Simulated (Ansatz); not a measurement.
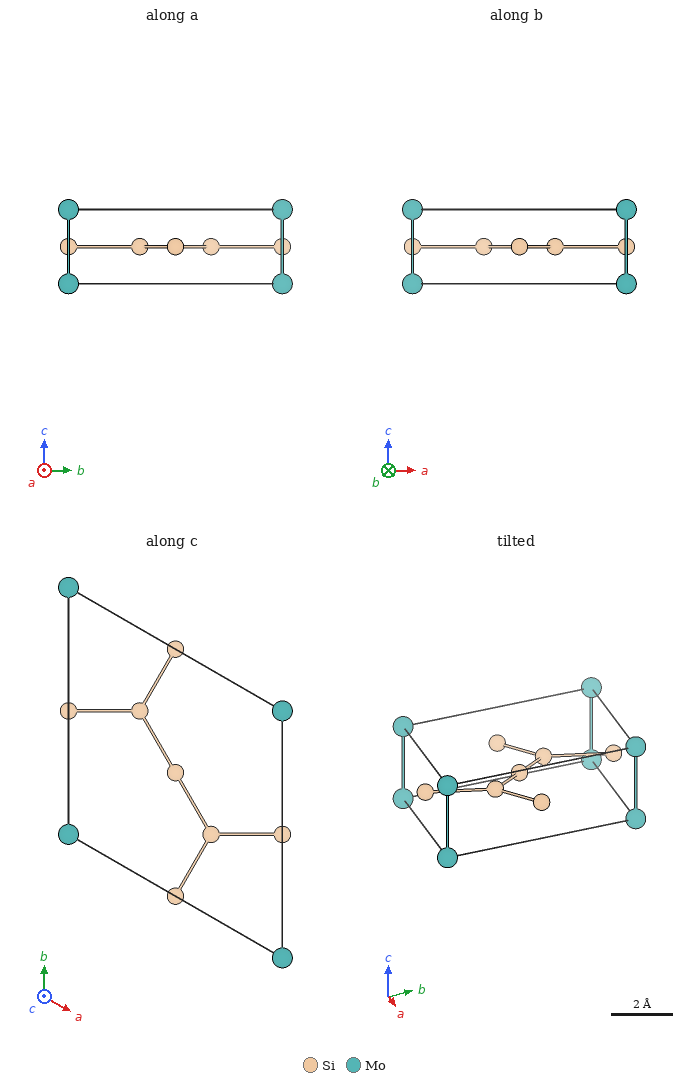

View along the a axis, along the b axis, along the c axis and slightly off an axis, drawn as a ball-and-stick model. The conventional unit cell is outlined; an atom on or near a face, edge or corner is repeated at each equivalent position.

Lattice parameters: a = 8.165 Å, b = 8.165 Å, c = 2.456 Å, α = 90.00°, β = 90.00°, γ = 120.00°. Put a along x and b in the xy plane.

Question: From the views, write a POSCAR file.

Answer:
```
Si Mo
1.0
     8.165    0.000    0.000
    -4.082    7.071    0.000
     0.000    0.000    2.456
Si Mo
5 1
Direct
  0.5000 0.0000 0.5000
  0.0000 0.5000 0.5000
  0.5000 0.5000 0.5000
  0.3333 0.6667 0.5000
  0.6667 0.3333 0.5000
  0.0000 0.0000 0.0000
```

It goes back to a random cell made by a generator, so it need not be a real form of the compound. Atoms and cell were optimised with DFT PBE, scalar-relativistic, plane waves, PAW in Ansatz.
